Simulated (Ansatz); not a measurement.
AlCl₂HO (charge +1, doublet)

```yaml
atoms:
  - { symbol: Al, position_ang: [0.1141, 0.1258, -0.0272] }
  - { symbol: Cl, position_ang: [2.1054, 0.8201, -0.2616] }
  - { symbol: Cl, position_ang: [-0.3062, 2.1840, -0.3336] }
  - { symbol: O, position_ang: [-0.5533, -1.3177, 0.2463] }
  - { symbol: H, position_ang: [-1.3599, -1.8122, 0.3761] }
```

Geometry: PBE0-D4/def2-TZVP.

The calculation used Ansatz, UKS PBE0-D4/def2-TZVP.

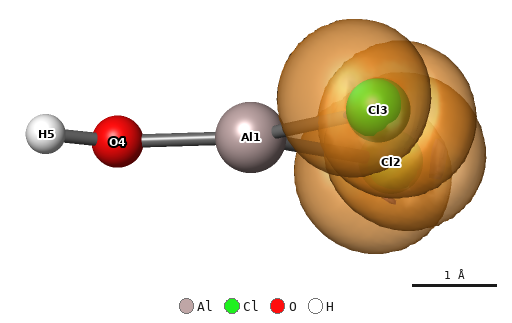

Figure 1. Isosurfaces of the spin density (α minus β) at +0.02 (orange) and −0.02 e/Å³ (purple), seen from one side.

Which atoms carry the spin?

The unpaired spin (1 electron) lies mostly on Cl2 (about 0.5) and Cl3 (about 0.5), in electrons by Hirshfeld's partition.

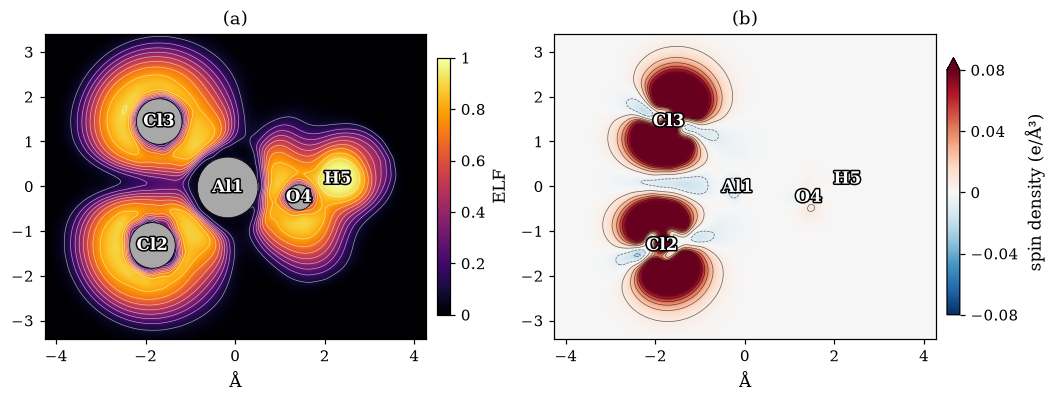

Figure 2. (a) ELF; (b) spin density (α minus β) on the molecular plane. Grey discs cover the atomic cores in the ELF map.

Read the bonding off the picture.

- The section cuts through Al, Cl, O and H sites.
- Al–O (1.61 Å): the ELF peaks at about 0.85 in the valence shell of O, 0.6 Å from its nucleus, and is about 0.40 at the midpoint.
- Al–Cl (2.12 Å): the ELF peaks at about 0.85 in the valence shell of Cl, 0.9 Å from its nucleus, and is about 0.80 at the midpoint.
- O–H (0.95 Å): the ELF climbs to about 1 towards the hydrogen, as it does in any bond to H; a covalent bond by its length.
- The ELF also peaks beside Cl2, O4 and Cl3, away from the bonds: non-bonding electrons, paired or unpaired.

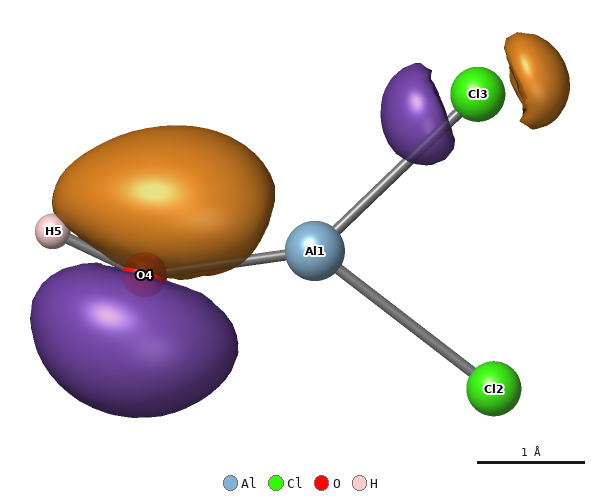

Figure 3. The HOMO−1 (β) at ±0.15 Å⁻³ᐟ² (orange and purple are the two phases), seen across its widest extent.

What is the character of this orbital?

By Hirshfeld shares it lies mainly on O4 (about 75 %), Al1 (about 10 %) and Cl3 (about 5 %); it is symmetric in the molecular plane (an in-plane orbital: σ, lone-pair or in-plane π type); largely a lone pair of O4. Its energy is −15.48 eV.
